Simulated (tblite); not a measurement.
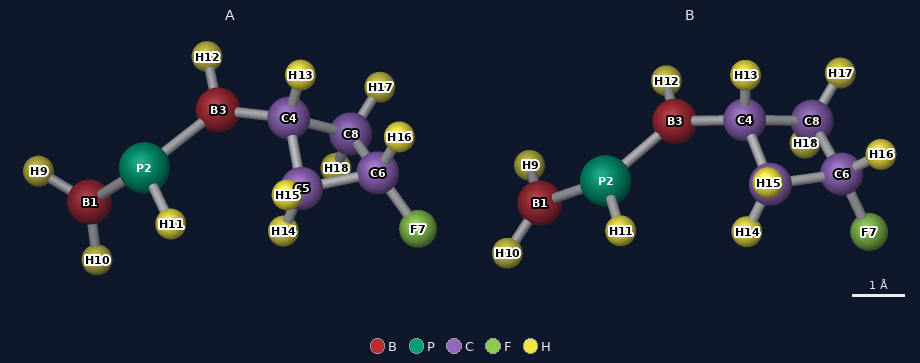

Two geometries of C$_{4}$H$_{10}$B$_{2}$FP, drawn at one scale. One is the start of a relaxation, the other its converged end. Style: ball-and-stick. Shown at a tilt.

Theory: tblite, GFN2-xTB geometry optimisation, gas phase. 

> Which of the two is the end point?

Structure B is the relaxed one. H10 moves most after the best rigid fit: 1.08 Å. Largest moves by element: H 1.08 Å, F 0.49 Å, P 0.38 Å, C 0.31 Å, B 0.24 Å. Among the contacts that change: B1–P2 1.938 → 1.796 Å, P2–B3 1.939 → 1.806 Å, P2–H11 1.453 → 1.375 Å, C4–H13 1.133 → 1.094 Å. Among the angles between lasting bonds that change: B1–P2–B3 110.2° → 124.4°, P2–B3–C4 114.4° → 124.0°, F7–C6–H16 114.3° → 106.2°. Groups turn about C5–C6 by about 25°, C6–C8 by about 20°. The energy falls by 1.366 eV in 91 geometry steps.
